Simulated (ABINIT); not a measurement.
## MgH2 (P4_2/mnm): a self-consistent loop beyond G0W0, cycle by cycle

Aim: iterate the self-energy on MgH2 (P4_2/mnm) and follow the gap from cycle to cycle.

Main program and level: ABINIT 10.8.3; PBE and many-body steps on it, plane waves.

**Experimental background.**

- Gap 5.6 ± 0.1 eV: optical band gap from transmission onset (total and diffuse); optical transmission and ellipsometry; 300 K; film (polycrystalline Pd-capped film on quartz, hydrogenated at 100 bar and 100 C, measured in 1 bar H2) (“Optical properties of MgH2 measured in situ in a novel gas cell for ellipsometry/spectrophotometry”, 2003, arxiv:cond-mat/0305418).

## Step 1: The structure

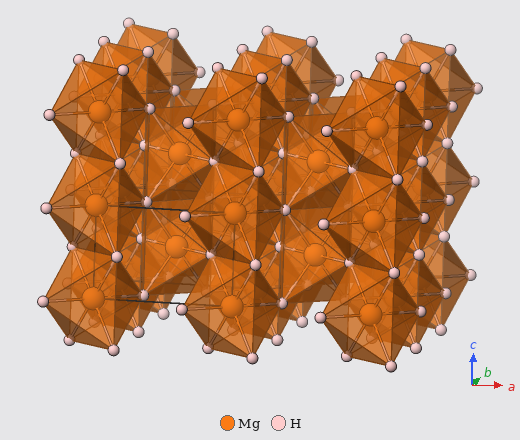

The cell as given, slightly off an axis (magnesium orange, hydrogen pink). 2×2×2 cells are drawn. Some periodic images of atoms are drawn too.

The cell and positions come from the Crystallography Open Database and are kept as given unless a step says otherwise.

## Step 2: Empty states on the mesh, 4×4×4 mesh, 135 bands

This step: ABINIT 10.8.3; DFT, PBE, plane waves, norm-conserving pseudopotentials.

The sums over transitions need many empty states on a uniform mesh; this step solves for them.

Contents of run.abi:

```
acell 3*1.0 Angstrom
rprim 
  4.516800000000 0.000000000000 0.000000000000
  0.000000000000 4.516800000000 0.000000000000
  0.000000000000 0.000000000000 3.020500000000
ntypat 2
znucl 12 1
natom 6
typat 1 1 2 2 2 2
xred 
  0.000000000000 0.000000000000 0.000000000000
  0.500000000000 0.500000000000 0.500000000000
  0.306000000000 0.306000000000 0.000000000000
  0.194000000000 0.806000000000 0.500000000000
  0.694000000000 0.694000000000 0.000000000000
  0.806000000000 0.194000000000 0.500000000000
pp_dirpath "pseudos"
pseudos "Mg.upf, H.upf"
ecut 38
ngkpt 4 4 4
nshiftk 1
shiftk 0 0 0
kptopt 1
chksymbreak 0
irdden 1
istwfk *1
nband 135
prtvol 0
optdriver 6
gwr_task "HDIAGO"
paral_kgb 0
occopt 1
indata_prefix "in"
outdata_prefix "out"
tmpdata_prefix "tmp"
```

Command:

```bash
OMP_NUM_THREADS=1 mpirun -n 8 abinit run.abi > log
```

What it wrote:

```text
.Version 10.8.3 of ABINIT. v10.8.2 released Aug 2026.

 Symmetries : space group P4_2/m n m (#136); Bravais tP (primitive tetrag.)
[... echo of the input left out ...]
== DATASET  1 ==================================================================
-   mpi_nproc: 8, omp_nthreads: 1 (-1 if OMP is not activated)

--- !DatasetInfo
iteration_state: {dtset: 1, }
dimensions: {natom: 6, nkpt: 18, mband: 135, nsppol: 1, nspinor: 1, nspden: 1, mpw: 4696, }
cutoff_energies: {ecut:  38.0, pawecutdg:  -1.0, }
[...]
Indirect band gap semiconductor
 Fundamental gap:     3.895 (eV)
   VBM:     0.402 (eV) at k: [ 2.5000E-01,  0.0000E+00,  0.0000E+00]
   CBM:     4.297 (eV) at k: [ 5.0000E-01,  5.0000E-01,  5.0000E-01]
 Direct gap:         4.666 (eV) at k: [ 2.5000E-01,  2.5000E-01,  5.0000E-01]

== END DATASET(S) ==============================================================
================================================================================

 -outvars: echo values of variables after computation  --------
           etotal      0.0000000000E+00
            nband         135
             nkpt          18
          spgroup         136
 [... the other variables as echoed above ...]

 Calculation completed.
```

Run time: 3.1 min. Hardware: 8 MPI ranks of Arm Neoverse V1, shared host; peak memory 9.7 GiB.

Numbers from this step:

```
gap                                                           : 3.895 eV
k of the valence top                                          : 0.25, 0, 0
k of the conduction bottom                                    : 0.5, 0.5, 0.5
least direct gap                                              : 4.666 eV
k points computed                                             : 18
lowest point of the top converged band, above the valence top : 80.0697 eV
```

On this mesh the gap is 3.895 eV.

The density comes from a self-consistent run that is not shown.

## Step 3: Screening, 4×4×4 mesh, 127 bands, screening to 130.6 eV

The RPA dielectric matrix is built and inverted for each q.

This step: RPA screening on PBE, plane waves, norm-conserving pseudopotentials.

run.abi: that of step 2 with these lines changed.

```diff
@@ -24,10 +24,11 @@
 chksymbreak 0
-irdden 1
 istwfk *1
-nband 135
-prtvol 0
-optdriver 6
-gwr_task "HDIAGO"
-paral_kgb 0
 occopt 1
+irdwfk 1
+optdriver 3
+nband 127
+ecuteps 4.8
+inclvkb 2
+awtr 1
+symchi 1
 indata_prefix "in"
```

What it wrote:

```text
.Version 10.8.3 of ABINIT. v10.8.2 released Aug 2026.

 Symmetries : space group P4_2/m n m (#136); Bravais tP (primitive tetrag.)
[... echo of the input left out ...]
== DATASET  1 ==================================================================
-   mpi_nproc: 8, omp_nthreads: 1 (-1 if OMP is not activated)

--- !DatasetInfo
iteration_state: {dtset: 1, }
dimensions: {natom: 6, nkpt: 18, mband: 127, nsppol: 1, nspinor: 1, nspden: 1, mpw: 4696, }
cutoff_energies: {ecut:  38.0, pawecutdg:  -1.0, }
electrons: {nelect:   2.40000000E+01, charge:   0.00000000E+00, occopt:   1.00000000E+00, tsmear:   1.00000000E-02, }

 SCREENING: Calculation of the susceptibility and dielectric matrices

 Based on a program developped by R.W. Godby, V. Olevano, G. Onida, and L. Reining.
 Incorporated in ABINIT by V. Olevano, G.-M. Rignanese, and M. Torrent.
.Using double precision arithmetic ; gwpc =  8

[... cell and pseudopotentials left out ...]
--------------------------------------------------------------------------------

 ==== K-mesh for the wavefunctions ====
 Number of points in the irreducible wedge :    18
[... list of points left out ...]
 Together with 16 symmetry operations and time-reversal symmetry
 yields    64 points in the full Brillouin Zone.

 ==== Q-mesh for the screening function ====
 Number of points in the irreducible wedge :    18
[... list of points left out ...]
 Together with 16 symmetry operations and time-reversal symmetry
 yields    64 points in the full Brillouin Zone.

 setmesh: FFT mesh size selected  =    32x   32x   24
          total number of points  =        24576

 vcoul_init : cutoff-mode = AUXILIARY_FUNCTION
 q-points for optical limit:   1
     1)      0.000010    0.000020    0.000030

- screening: taking advantage of time-reversal symmetry
- Maximum band index for partially occupied states nbvw = 12
- Remaining bands to be divided among processors   nbcw = 115
- Number of bands treated by each node ~14

 Number of electrons calculated from density =   24.0000; Expected =   24.0000
 average of density, n =  0.057713
 r_s =    1.6053
 omega_plasma =   23.1736 [eV]

 calculating chi0 at frequencies [eV] :
  1    0.000000E+00    0.000000E+00
  2    0.000000E+00    2.317355E+01

--------------------------------------------------------------------------------
  q-point number  1        q = ( 0.000000, 0.000000, 0.000000) [r.l.u.]
--------------------------------------------------------------------------------
[... chi0 elements left out ...]
 For q-point:  0.000010 0.000020 0.000030
  dielectric constant =   3.6586
  dielectric constant without local fields =   4.0574

  Average fulfillment of the sum rule on Im[epsilon] for q-point    1 :     59.20  [%]
[... wings left out ...]
  q-point number  2        q = ( 0.250000, 0.000000, 0.000000) [r.l.u.]
--------------------------------------------------------------------------------
[... chi0 elements left out ...]
  Average fulfillment of the sum rule on Im[epsilon] for q-point    2 :     66.11  [%]

 [... 16 further q-points ...]
```

Run time: 67 s. Hardware: 8 MPI ranks; peak memory 2.3 GiB.

Numbers from this step:

| Property | Result |
| --- | --- |
| ε∞ with local fields, on this mesh, along the program's q direction | 3.659 |
| the same without local fields | 4.057 |
| plasma frequency | 23.17 eV |
| plane waves in the screening matrix | 197 |

Local fields lower ε∞ by 10 %. On a Γ-centred mesh this coarse the value itself is usually too large, while a short band sum pulls it down.

## Step 4: G0W0

The self-energy is evaluated for the states that the input lists, and the levels follow from it, in one-shot runs by the linearised quasiparticle equation.

This step: G0W0 on PBE, plane waves, norm-conserving pseudopotentials.

run.abi: that of step 3 with these lines changed.

```diff
@@ -27,8 +27,21 @@
 irdwfk 1
-optdriver 3
+optdriver 4
 nband 127
+gwcalctyp 0
+ecutsigx 38
+symsigma 1
+nkptgw 4
+kptgw 
+  0.2500000000 0.0000000000 0.0000000000
+  0.5000000000 0.5000000000 0.5000000000
+  0.2500000000 0.2500000000 0.5000000000
+  0.0000000000 0.0000000000 0.0000000000
+bdgw 
+  11 14
+  11 14
+  11 14
+  10 14
 ecuteps 4.8
-inclvkb 2
-awtr 1
-symchi 1
+irdscr 1
+ppmodel 1
 indata_prefix "in"
```

What it wrote:

```text
.Version 10.8.3 of ABINIT. v10.8.2 released Aug 2026.

 Symmetries : space group P4_2/m n m (#136); Bravais tP (primitive tetrag.)
[... echo of the input left out ...]
== DATASET  1 ==================================================================
-   mpi_nproc: 8, omp_nthreads: 1 (-1 if OMP is not activated)

--- !DatasetInfo
iteration_state: {dtset: 1, }
dimensions: {natom: 6, nkpt: 18, mband: 127, nsppol: 1, nspinor: 1, nspden: 1, mpw: 4696, }
cutoff_energies: {ecut:  38.0, pawecutdg:  -1.0, }
electrons: {nelect:   2.40000000E+01, charge:   0.00000000E+00, occopt:   1.00000000E+00, tsmear:   1.00000000E-02, }

 SIGMA: Calculation of the GW corrections

 Based on a program developped by R.W. Godby, V. Olevano, G. Onida, and L. Reining.
 Incorporated in ABINIT by V. Olevano, G.-M. Rignanese, and M. Torrent.
.Using double precision arithmetic ; gwpc =  8

[... cell and pseudopotentials left out ...]
--------------------------------------------------------------------------------

 ==== K-mesh for the wavefunctions ====
 Number of points in the irreducible wedge :    18
[... list of points left out ...]
 Together with 16 symmetry operations and time-reversal symmetry
 yields    64 points in the full Brillouin Zone.

 ==== Q-mesh for screening function ====
 Number of points in the irreducible wedge :    18
[... list of points left out ...]
 Together with 16 symmetry operations and time-reversal symmetry
 yields    64 points in the full Brillouin Zone.

 vcoul_init : cutoff-mode = AUXILIARY_FUNCTION
 q-points for optical limit:   1
     1)      0.000010    0.000020    0.000030
 setmesh: FFT mesh size selected  =    48x   48x   32
          total number of points  =        73728

 Number of electrons calculated from density =   24.0000; Expected =   24.0000
 average of density, n =  0.057713
 r_s =    1.6053
 omega_plasma =   23.1736 [eV]

 === KS Band Gaps ===
  >>>> For spin  1
   Minimum direct gap =   4.6658 [eV], located at k-point      :   0.2500  0.2500  0.5000
   Fundamental gap    =   3.8953 [eV], Top of valence bands at :   0.2500  0.0000  0.0000
                                       Bottom of conduction at :   0.5000  0.5000  0.5000
 SIGMA fundamental parameters:
 PLASMON POLE MODEL  1
 number of plane-waves for SigmaX                 4651
 number of plane-waves for SigmaC and W            197
 number of plane-waves for wavefunctions          4651
 number of bands                                   127
 number of independent spin polarizations            1
 number of spinorial components                      1
 number of k-points in IBZ                          18
 number of q-points in IBZ                          18
 number of symmetry operations                      16
 number of k-points in BZ                           64
 number of q-points in BZ                           64
 number of frequencies for dSigma/dE                 9
 frequency step for dSigma/dE [eV]                0.25
 number of omega for Sigma on real axis              0
 max omega for Sigma on real axis  [eV]           0.00
 zcut for avoiding poles [eV]                     0.10

 EPSILON^-1 parameters (SCR file):
 dimension of the eps^-1 matrix on file            197
 dimension of the eps^-1 matrix used               197
 number of plane-waves for wavefunctions          4651
 number of bands                                   127
 number of q-points in IBZ                          18
 number of frequencies                               2
 number of real frequencies                          1
 number of imag frequencies                          1

 matrix elements of self-energy operator (all in [eV])

 Perturbative Calculation

--- !SelfEnergy_ee
iteration_state: {dtset: 1, }
kpoint     : [   0.250,    0.000,    0.000, ]
spin       : 1
KS_gap     :    4.798
QP_gap     :    6.713
Delta_QP_KS:    1.915
data: !SigmaeeData |
     Band     E0 <VxcDFT>   SigX SigC(E0)      Z dSigC/dE  Sig(E)    E-E0       E
       11  -0.710 -11.185 -15.060   2.090   0.775  -0.290 -12.569  -1.383  -2.093
       12   0.402 -11.630 -15.054   1.788   0.782  -0.279 -12.909  -1.279  -0.878
       13   5.200  -8.565  -4.388  -3.404   0.822  -0.216  -7.929   0.636   5.835
       14   6.926  -8.266  -3.848  -3.653   0.816  -0.226  -7.642   0.623   7.549

--- !SelfEnergy_ee
iteration_state: {dtset: 1, }
kpoint     : [   0.500,    0.500,    0.500, ]
spin       : 1
KS_gap     :    4.769
QP_gap     :    6.867
Delta_QP_KS:    2.098
data: !SigmaeeData |
     Band     E0 <VxcDFT>   SigX SigC(E0)      Z dSigC/dE  Sig(E)    E-E0       E
       11  -0.472 -11.049 -14.865   2.026   0.777  -0.287 -12.440  -1.391  -1.863
       12  -0.472 -11.049 -14.865   2.026   0.777  -0.287 -12.440  -1.391  -1.863
[...]
--- !SelfEnergy_ee
iteration_state: {dtset: 1, }
kpoint     : [   0.250,    0.250,    0.500, ]
spin       : 1
KS_gap     :    4.666
QP_gap     :    6.705
Delta_QP_KS:    2.039
data: !SigmaeeData |
     Band     E0 <VxcDFT>   SigX SigC(E0)      Z dSigC/dE  Sig(E)    E-E0       E
[...]
--- !SelfEnergy_ee
iteration_state: {dtset: 1, }
kpoint     : [   0.000,    0.000,    0.000, ]
spin       : 1
KS_gap     :    5.246
QP_gap     :    6.897
Delta_QP_KS:    1.651
data: !SigmaeeData |
     Band     E0 <VxcDFT>   SigX SigC(E0)      Z dSigC/dE  Sig(E)    E-E0       E
[...]
12  -0.039 -11.484 -14.821   1.762   0.780  -0.282 -12.713  -1.229  -1.268
       13   5.207  -6.816  -2.910  -3.398   0.829  -0.206  -6.395   0.422   5.629
       14   5.547  -9.978  -5.729  -3.362   0.814  -0.229  -9.256   0.721   6.269

== END DATASET(S) ==============================================================
================================================================================

 -outvars: echo values of variables after computation  --------
           etotal      0.0000000000E+00
            nband         127
             nkpt          18
          spgroup         136
 [... the other variables as echoed above ...]

 Calculation completed.
```

Run time: 17 s. Hardware: 8 MPI ranks; peak memory 2 GiB; 2.3 min of CPU time.

Numbers from this step:

* G0W0 gap on the mesh: 5.882 eV
* starting gap on the mesh: 3.895 eV
* k of the valence top: 0.25, 0, 0
* k of the conduction bottom: 0.5, 0.5, 0.5
* Z at the valence top: 0.782
* Z at the conduction bottom: 0.821
* least direct G0W0 gap on the computed points: 6.705 eV

The gap on the mesh goes from 3.90 eV to 5.88 eV, a correction of +1.99 eV.

## Step 5: evGW0, cycle 1

This step: evGW0 on PBE, plane waves, norm-conserving pseudopotentials.

run.abi: that of step 4 with these lines changed.

```diff
@@ -29,16 +29,44 @@
 nband 127
-gwcalctyp 0
+gwcalctyp 10
 ecutsigx 38
 symsigma 1
-nkptgw 4
+nkptgw 18
 kptgw 
+  0.0000000000 0.0000000000 0.0000000000
   0.2500000000 0.0000000000 0.0000000000
+  0.5000000000 0.0000000000 0.0000000000
+  0.2500000000 0.2500000000 0.0000000000
+  0.5000000000 0.2500000000 0.0000000000
+  0.5000000000 0.5000000000 0.0000000000
+  0.0000000000 0.0000000000 0.2500000000
+  0.2500000000 0.0000000000 0.2500000000
+  0.5000000000 0.0000000000 0.2500000000
+  0.2500000000 0.2500000000 0.2500000000
+  0.5000000000 0.2500000000 0.2500000000
+  0.5000000000 0.5000000000 0.2500000000
+  0.0000000000 0.0000000000 0.5000000000
+  0.2500000000 0.0000000000 0.5000000000
+  0.5000000000 0.0000000000 0.5000000000
+  0.2500000000 0.2500000000 0.5000000000
+  0.5000000000 0.2500000000 0.5000000000
   0.5000000000 0.5000000000 0.5000000000
-  0.2500000000 0.2500000000 0.5000000000
-  0.0000000000 0.0000000000 0.0000000000
 bdgw 
-  11 14
-  11 14
-  11 14
-  10 14
+  9 18
+  9 18
+  9 18
+  9 18
+  9 18
+  9 18
+  9 18
+  9 18
+  9 18
+  9 18
+  9 18
+  9 18
+  9 18
+  9 18
+  9 18
+  9 18
+  9 18
+  9 18
 ecuteps 4.8
```

What it wrote:

```text
.Version 10.8.3 of ABINIT. v10.8.2 released Aug 2026.

 Symmetries : space group P4_2/m n m (#136); Bravais tP (primitive tetrag.)
[... echo of the input left out ...]
== DATASET  1 ==================================================================
-   mpi_nproc: 8, omp_nthreads: 1 (-1 if OMP is not activated)

--- !DatasetInfo
iteration_state: {dtset: 1, }
dimensions: {natom: 6, nkpt: 18, mband: 127, nsppol: 1, nspinor: 1, nspden: 1, mpw: 4696, }
cutoff_energies: {ecut:  38.0, pawecutdg:  -1.0, }
electrons: {nelect:   2.40000000E+01, charge:   0.00000000E+00, occopt:   1.00000000E+00, tsmear:   1.00000000E-02, }

 SIGMA: Calculation of the GW corrections

 Based on a program developped by R.W. Godby, V. Olevano, G. Onida, and L. Reining.
 Incorporated in ABINIT by V. Olevano, G.-M. Rignanese, and M. Torrent.
.Using double precision arithmetic ; gwpc =  8

[... cell and pseudopotentials left out ...]
--------------------------------------------------------------------------------

 ==== K-mesh for the wavefunctions ====
 Number of points in the irreducible wedge :    18
[... list of points left out ...]
 Together with 16 symmetry operations and time-reversal symmetry
 yields    64 points in the full Brillouin Zone.

 ==== Q-mesh for screening function ====
 Number of points in the irreducible wedge :    18
[... list of points left out ...]
 Together with 16 symmetry operations and time-reversal symmetry
 yields    64 points in the full Brillouin Zone.

 vcoul_init : cutoff-mode = AUXILIARY_FUNCTION
 q-points for optical limit:   1
     1)      0.000010    0.000020    0.000030
 setmesh: FFT mesh size selected  =    48x   48x   32
          total number of points  =        73728

 Number of electrons calculated from density =   24.0000; Expected =   24.0000
[...]
spin       : 1
KS_gap     :    5.209
QP_gap     :    7.206
Delta_QP_KS:    1.997
data: !SigmaeeData |
     Band     E_DFT   <VxcDFT>   E(N-1)  <Hhartree>   SigX  SigC[E(N-1)]    Z     dSigC/dE  Sig[E(N)]  DeltaE  E(N)_pert E(N)_diago
[...]
--- !SelfEnergy_ee
iteration_state: {dtset: 1, }
kpoint     : [   0.500,    0.500,    0.500, ]
spin       : 1
KS_gap     :    4.769
QP_gap     :    6.867
Delta_QP_KS:    2.098
data: !SigmaeeData |
     Band     E_DFT   <VxcDFT>   E(N-1)  <Hhartree>   SigX  SigC[E(N-1)]    Z     dSigC/dE  Sig[E(N)]  DeltaE  E(N)_pert E(N)_diago
[...]
17    13.389    -9.611    13.389    23.000    -3.655    -4.817     0.762    -0.312    -8.743     0.868    14.257    14.527
       18    13.389    -9.611    13.389    23.000    -3.655    -4.817     0.762    -0.312    -8.743     0.868    14.257    14.527

 New Fermi energy :        7.207955E-02 Ha ,    1.961385E+00 eV

 === QP Band Gaps ===
  >>>> For spin  1
   Minimum direct gap =   7.2074 [eV], located at k-point      :   0.2500  0.0000  0.0000
   Fundamental gap    =   6.3925 [eV], Top of valence bands at :   0.2500  0.0000  0.0000
                                       Bottom of conduction at :   0.5000  0.5000  0.5000

 writing QP data on file : out_QPS

 Convergence of QP corrections
 >>>>> For spin  1 <<<<<
.  kptgw no:  1; Maximum DeltaE = (   3.401   1.701) for band index:  1
.  kptgw no:  2; Maximum DeltaE = (  -1.404   0.000) for band index:  1
.  kptgw no:  3; Maximum DeltaE = (  -1.383   0.000) for band index:  1
[...]
.  kptgw no: 17; Maximum DeltaE = (  -1.339   0.000) for band index:  1
.  kptgw no: 18; Maximum DeltaE = (  -1.360   0.000) for band index:  1

== END DATASET(S) ==============================================================
================================================================================

 -outvars: echo values of variables after computation  --------
           etotal      0.0000000000E+00
            nband         127
             nkpt          18
          spgroup         136
 [... the other variables as echoed above ...]

 Calculation completed.
```

Elapsed: 3.3 min, on 8 MPI ranks; peak memory 3.2 GiB.

Numbers from this step:

```
quasiparticle gap on the mesh                         : 6.393 eV
gap of the density functional on the mesh             : 3.895 eV
k of the valence top                                  : 0.25, 0, 0
k of the conduction bottom                            : 0.5, 0.5, 0.5
Z at the valence top                                  : 0.782
Z at the conduction bottom                            : 0.821
least direct quasiparticle gap on the computed points : 7.208 eV
```

Against G0W0 in ABINIT (4×4×4 mesh, 127 bands, screening to 130.6 eV, Godby-Needs plasmon pole), the gap moves by +0.511 eV. This first cycle still uses the starting levels; it takes the full correction, at all points of the mesh, and its linearised value is 5.882 eV.

(Continued in part 2 of 3.)

[Paths, hosts, dates, memory and timing lines, banners, echoed tables and standing remarks are left out of the program output.]

[Logs are printed without paths, hosts, clocks, repeated set-up lines and the standing remarks that a program may print on its own settings, such as how far it seeks lower states.]

[Runs of the session that timed out or met a known fault of the program may be left out.]

[Hosts, paths, dates, database ids (printed as entryN), source tags and the programs' standing remarks are cut or masked in the printed files.]

[G0W0 gaps are taken among the corrected bands and points alone; a level outside them can change the order at an edge.]

[Where Ansatz stands beside ABINIT at settings called matched, ABINIT's density can come from a denser mesh and the files from another edition; pairs whose starting gaps differed by over 0.03 eV were left out, so agreement reads better than it is.]
